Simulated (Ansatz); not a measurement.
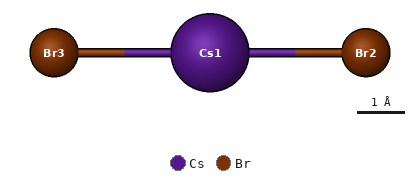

*The structure as given in the input (ball-and-stick view, seen on its broad side; atoms are numbered from 1 in the order of the input). Sticks mark near contacts.*

Bond lengths as drawn: Br–Cs 3.35 Å.

## Molecular dynamics of CsBr$_{2}$ (charge −1)

CsBr$_{2}$, charge −1, computed with RKS revPBE/def2-SVP (Ansatz 0.2.0).

The geometry comes from this level: PBE0-D4/def2-TZVPD. Figures and captions count atoms from 1; the log counts them from 0 in places.

The input
```yaml
crystal:
  periodic: [false, false, false]
  atoms:
    - {symbol: Cs, position_ang: [0.000010, 0.000279, -0.000448]}
    - {symbol: Br, position_ang: [2.965142, 0.931686, 1.262788]}
    - {symbol: Br, position_ang: [-2.965152, -0.931964, -1.262331]}
basis:
  gaussian: {orbitals: def2-SVP}
total_charge: -1
hamiltonian: {xc: {name: revPBE}}
md: {timestep: 1 fs, n_steps: 15, ensemble: nvt_nose_hoover, temperature: 700, initial_velocities: maxwell_boltzmann, seed: 892}
scf: {omitted_lower_state_checks: [starts]}
```

Launched with:
```bash
ansatz run in.yaml --threads 4 --pin off --events-out ev --progress --plain --max-ram 3916MiB
```

Log
```
Functional definition: revPBE
  name "revPBE"
  cite "Zhang & Yang, Phys. Rev. Lett. 80, 890 (1998) doi:10.1103/PhysRevLett.80.890"
  cite "Perdew, Burke & Ernzerhof, Phys. Rev. Lett. 77, 3865 (1996) doi:10.1103/PhysRevLett.77.3865"
  parameter kappa = 1.245
  parameter beta = 0.06672455060314922
  exchange = pbe_x(kappa = kappa, mu = beta*pi^2/3)
  correlation = pbe_c(beta = beta)
these checks for a lower state are left out or cut short: starts
944 factors; their error is unknown
mean field evaluation 1: about -140618.5386 eV, gradient 1.7e1 eV
mean field evaluation 2: about -140618.6466 eV, gradient 1.3e1 eV
mean field evaluation 4: about -140618.7435 eV, gradient 8.2e-2 eV
mean field evaluation 8: about -140618.6392 eV, gradient 4.9e-4 eV
mean field -140618.63922818 eV, -5167.6396768985 hartree, gradient 4.6e-5 eV, S^2 0.000000; 0 other end points of the search recorded, 0 dependent functions left out
the calculation of the forces begins
reference -140618.63931583 eV, -5167.6396801198 hartree; 40, 40 occupied and 48, 48 virtual orbitals, 944 factors
md step     0: t =     0.00 fs  T =   700.0 K  F+E_penalty+E_count = -140618.63922818 eV  E_kin = 0.090482 eV  conserved = -140618.54874618 eV  (19 SCF iters)
these checks for a lower state are left out or cut short: starts, cluster_reference, orbital_swaps, neighbouring_geometries, increment
944 factors; their error is unknown
mean field evaluation 16: about -140618.6392 eV, gradient 4.5e-5 eV
mean field -140618.63924081 eV, -5167.6396773627 hartree, gradient 4.5e-5 eV, S^2 0.000000; 0 other end points of the search recorded, 0 dependent functions left out
[... from here on the field's lines of each further geometry are left out, up to the last ...]
md step     1: t =     1.00 fs  T =   700.1 K  F+E_penalty+E_count = -140618.63924081 eV  E_kin = 0.090495 eV  conserved = -140618.54874625 eV  (17 SCF iters)
md step     2: t =     2.00 fs  T =   699.8 K  F+E_penalty+E_count = -140618.63920193 eV  E_kin = 0.090456 eV  conserved = -140618.54874631 eV  (17 SCF iters)
md step     3: t =     3.00 fs  T =   699.1 K  F+E_penalty+E_count = -140618.63911202 eV  E_kin = 0.090366 eV  conserved = -140618.54874626 eV  (17 SCF iters)
md step     4: t =     4.00 fs  T =   698.0 K  F+E_penalty+E_count = -140618.63897185 eV  E_kin = 0.090226 eV  conserved = -140618.54874621 eV  (17 SCF iters)
md step     5: t =     5.00 fs  T =   696.6 K  F+E_penalty+E_count = -140618.63878209 eV  E_kin = 0.090036 eV  conserved = -140618.54874615 eV  (17 SCF iters)
md step     6: t =     6.00 fs  T =   694.7 K  F+E_penalty+E_count = -140618.63854351 eV  E_kin = 0.089798 eV  conserved = -140618.54874610 eV  (17 SCF iters)
md step     7: t =     7.00 fs  T =   692.5 K  F+E_penalty+E_count = -140618.63825688 eV  E_kin = 0.089511 eV  conserved = -140618.54874604 eV  (17 SCF iters)
md step     8: t =     8.00 fs  T =   689.9 K  F+E_penalty+E_count = -140618.63792306 eV  E_kin = 0.089178 eV  conserved = -140618.54874598 eV  (17 SCF iters)
md step     9: t =     9.00 fs  T =   687.0 K  F+E_penalty+E_count = -140618.63754281 eV  E_kin = 0.088799 eV  conserved = -140618.54874583 eV  (17 SCF iters)
md step    10: t =    10.00 fs  T =   683.7 K  F+E_penalty+E_count = -140618.63711725 eV  E_kin = 0.088374 eV  conserved = -140618.54874576 eV  (17 SCF iters)
md step    11: t =    11.00 fs  T =   680.1 K  F+E_penalty+E_count = -140618.63664722 eV  E_kin = 0.087906 eV  conserved = -140618.54874569 eV  (17 SCF iters)
md step    12: t =    12.00 fs  T =   676.1 K  F+E_penalty+E_count = -140618.63613364 eV  E_kin = 0.087395 eV  conserved = -140618.54874553 eV  (17 SCF iters)
md step    13: t =    13.00 fs  T =   671.8 K  F+E_penalty+E_count = -140618.63557769 eV  E_kin = 0.086841 eV  conserved = -140618.54874545 eV  (17 SCF iters)
md step    14: t =    14.00 fs  T =   667.2 K  F+E_penalty+E_count = -140618.63498034 eV  E_kin = 0.086247 eV  conserved = -140618.54874538 eV  (17 SCF iters)
the calculation of the forces begins
reference -140618.63443164 eV, -5167.6395006290 hartree; 40, 40 occupied and 48, 48 virtual orbitals, 944 factors
these checks for a lower state are left out or cut short: starts
944 factors; their error is unknown
mean field -140618.63434249 eV, -5167.6394973528 hartree, gradient 4.3e-5 eV, S^2 0.000000; 0 other end points of the search recorded, 0 dependent functions left out
the calculation of the forces begins
reference -140618.63443164 eV, -5167.6395006290 hartree; 40, 40 occupied and 48, 48 virtual orbitals, 944 factors
md step    15: t =    15.00 fs  T =   662.3 K  F+E_penalty+E_count = -140618.63434249 eV  E_kin = 0.085614 eV  conserved = -140618.54874513 eV  (11 SCF iters)
```

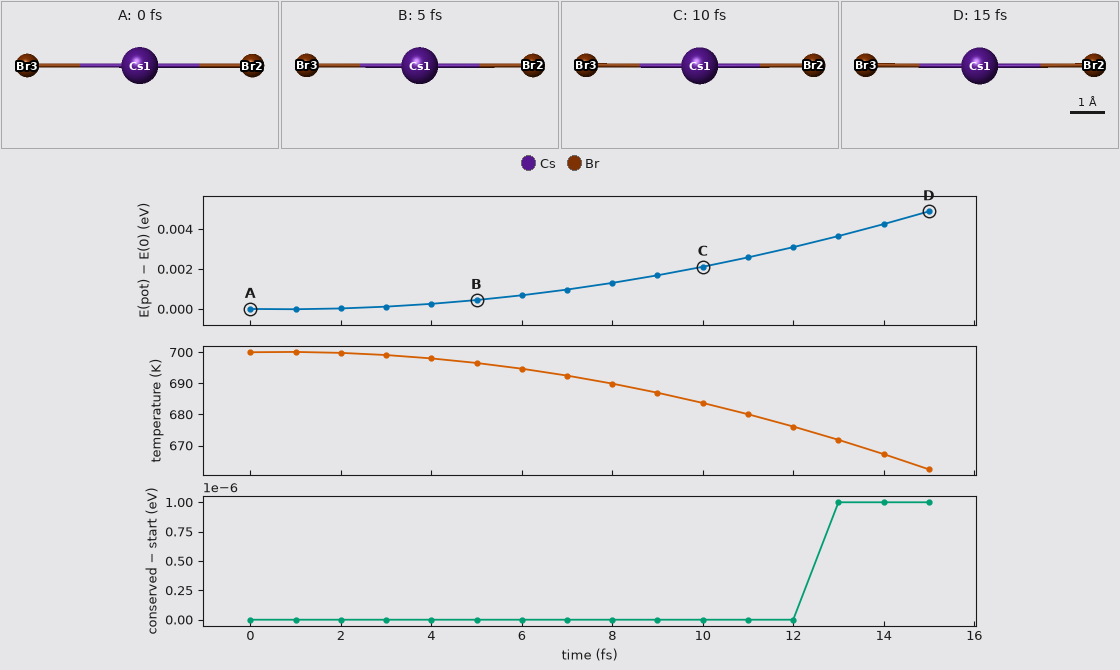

*Frames of the molecular dynamics (ball-and-stick, seen on its broad side) above the curves, on which the letters mark them.*

The trajectory kept here has 16 frames over 15 fs. The temperature starts at 700 K, ranges from 662 to 700 K and averages 677 K over the second half. The potential energy ends 0.005 eV above its first value. The conserved quantity stays within 1e-06 eV. After an unweighted best fit of the last frame on the first, the root-mean-square displacement is 0.04 Å.

```
Total energy: -140618.63443164 eV, -5167.6395006290 hartree
Atom 0 at    -0.002663     0.004552    -0.010035 Å, force     0.027172     0.007999     0.012462 eV/Å
Atom 1 at     3.009170     0.941270     1.288562 Å, force    -0.104904    -0.032653    -0.045187 eV/Å
Atom 2 at    -3.004734    -0.948655    -1.272159 Å, force     0.077732     0.024654     0.032725 eV/Å
Dipole moment:    -0.009014     0.006873    -0.019875 e Å
Checks for a lower state left out: starts
```

Trajectory as extended XYZ (Å, eV, eV/Å), 16 frames, from step=0 to step=15
```
3
Properties=species:S:1:pos:R:3:forces:R:3 step=0 time_fs=0.0 energy=-140618.63923 temperature=700.0
Cs    0.0000    0.0003   -0.0004    0.0005   0.0002   0.0002
Br    2.9651    0.9317    1.2628    0.0052   0.0016   0.0022
Br   -2.9652   -0.9320   -1.2623   -0.0056  -0.0018  -0.0024
3
Properties=species:S:1:pos:R:3:forces:R:3 step=1 time_fs=1.0 energy=-140618.63924 temperature=700.1
Cs   -0.0002    0.0006   -0.0011    0.0026   0.0008   0.0011
Br    2.9681    0.9323    1.2645   -0.0029  -0.0009  -0.0012
Br   -2.9678   -0.9331   -1.2630    0.0003   0.0001   0.0001
3
Properties=species:S:1:pos:R:3:forces:R:3 step=2 time_fs=2.0 energy=-140618.63920 temperature=699.8
Cs   -0.0004    0.0008   -0.0017    0.0047   0.0015   0.0020
Br    2.9711    0.9330    1.2663   -0.0109  -0.0034  -0.0046
Br   -2.9705   -0.9342   -1.2637    0.0062   0.0019   0.0026
3
Properties=species:S:1:pos:R:3:forces:R:3 step=3 time_fs=3.0 energy=-140618.63911 temperature=699.1
Cs   -0.0005    0.0011   -0.0024    0.0068   0.0021   0.0029
Br    2.9740    0.9336    1.2680   -0.0188  -0.0059  -0.0080
Br   -2.9731   -0.9353   -1.2643    0.0120   0.0038   0.0051
3
Properties=species:S:1:pos:R:3:forces:R:3 step=4 time_fs=4.0 energy=-140618.63897 temperature=698.0
Cs   -0.0007    0.0014   -0.0030    0.0088   0.0027   0.0037
Br    2.9770    0.9343    1.2697   -0.0265  -0.0083  -0.0113
Br   -2.9758   -0.9364   -1.2650    0.0178   0.0056   0.0076
3
Properties=species:S:1:pos:R:3:forces:R:3 step=5 time_fs=5.0 energy=-140618.63878 temperature=696.6
Cs   -0.0009    0.0017   -0.0037    0.0107   0.0033   0.0046
Br    2.9800    0.9349    1.2714   -0.0342  -0.0107  -0.0146
Br   -2.9784   -0.9376   -1.2656    0.0235   0.0074   0.0100
3
Properties=species:S:1:pos:R:3:forces:R:3 step=6 time_fs=6.0 energy=-140618.63854 temperature=694.7
Cs   -0.0011    0.0020   -0.0043    0.0126   0.0039   0.0054
Br    2.9829    0.9356    1.2732   -0.0417  -0.0131  -0.0178
Br   -2.9811   -0.9387   -1.2663    0.0292   0.0092   0.0124
3
Properties=species:S:1:pos:R:3:forces:R:3 step=7 time_fs=7.0 energy=-140618.63826 temperature=692.5
Cs   -0.0013    0.0023   -0.0049    0.0144   0.0044   0.0063
Br    2.9859    0.9362    1.2749   -0.0492  -0.0154  -0.0210
Br   -2.9837   -0.9398   -1.2670    0.0348   0.0110   0.0148
3
Properties=species:S:1:pos:R:3:forces:R:3 step=8 time_fs=8.0 energy=-140618.63792 temperature=689.9
Cs   -0.0014    0.0025   -0.0056    0.0162   0.0050   0.0071
Br    2.9888    0.9369    1.2766   -0.0565  -0.0177  -0.0242
Br   -2.9864   -0.9409   -1.2676    0.0403   0.0127   0.0171
3
Properties=species:S:1:pos:R:3:forces:R:3 step=9 time_fs=9.0 energy=-140618.63754 temperature=687.0
Cs   -0.0016    0.0028   -0.0062    0.0179   0.0055   0.0079
Br    2.9917    0.9375    1.2783   -0.0638  -0.0199  -0.0273
Br   -2.9890   -0.9420   -1.2683    0.0458   0.0145   0.0194
3
Properties=species:S:1:pos:R:3:forces:R:3 step=10 time_fs=10.0 energy=-140618.63712 temperature=683.7
Cs   -0.0018    0.0031   -0.0069    0.0196   0.0059   0.0087
Br    2.9947    0.9381    1.2800   -0.0709  -0.0221  -0.0304
Br   -2.9917   -0.9431   -1.2689    0.0513   0.0162   0.0217
3
Properties=species:S:1:pos:R:3:forces:R:3 step=11 time_fs=11.0 energy=-140618.63665 temperature=680.1
Cs   -0.0020    0.0034   -0.0075    0.0212   0.0064   0.0095
Br    2.9976    0.9388    1.2818   -0.0779  -0.0243  -0.0334
Br   -2.9943   -0.9442   -1.2696    0.0567   0.0179   0.0240
3
Properties=species:S:1:pos:R:3:forces:R:3 step=12 time_fs=12.0 energy=-140618.63613 temperature=676.1
Cs   -0.0022    0.0037   -0.0081    0.0228   0.0068   0.0102
Br    3.0005    0.9394    1.2835   -0.0848  -0.0265  -0.0364
Br   -2.9969   -0.9453   -1.2702    0.0620   0.0196   0.0262
3
Properties=species:S:1:pos:R:3:forces:R:3 step=13 time_fs=13.0 energy=-140618.63558 temperature=671.8
Cs   -0.0023    0.0040   -0.0088    0.0243   0.0072   0.0110
Br    3.0034    0.9400    1.2852   -0.0916  -0.0286  -0.0394
Br   -2.9995   -0.9465   -1.2709    0.0673   0.0213   0.0284
3
Properties=species:S:1:pos:R:3:forces:R:3 step=14 time_fs=14.0 energy=-140618.63498 temperature=667.2
Cs   -0.0025    0.0043   -0.0094    0.0258   0.0076   0.0117
Br    3.0063    0.9406    1.2869   -0.0983  -0.0306  -0.0423
Br   -3.0021   -0.9476   -1.2715    0.0726   0.0230   0.0306
3
Properties=species:S:1:pos:R:3:forces:R:3 step=15 time_fs=15.0 energy=-140618.63434 temperature=662.3
Cs   -0.0027    0.0046   -0.0100    0.0272   0.0080   0.0125
Br    3.0092    0.9413    1.2886   -0.1049  -0.0327  -0.0452
Br   -3.0047   -0.9487   -1.2722    0.0777   0.0247   0.0327
```

Results in brief

| quantity | value |
| --- | --- |
| outcome | finished |
| mean temperature over the second half | 677 K |
| trajectory | 15 steps, 15 fs |
| ensemble | nvt_nose_hoover |
| temperature in the input | 700 K |
| time step | 1 fs |
| potential energy (last step) | −140618.6344 eV |
| SCF solution under orbital rotations (last step) | stable |
| largest force (length of the vector) (last step) | 0.119 eV/Å |
| hardware | 4 threads of Arm Neoverse V1, 23 GiB of memory available, shared host |
| wall time | 12 s (CPU time 42 s) |
| peak memory | 0.35 GiB |

Remarks

So short a trajectory is not equilibrated.
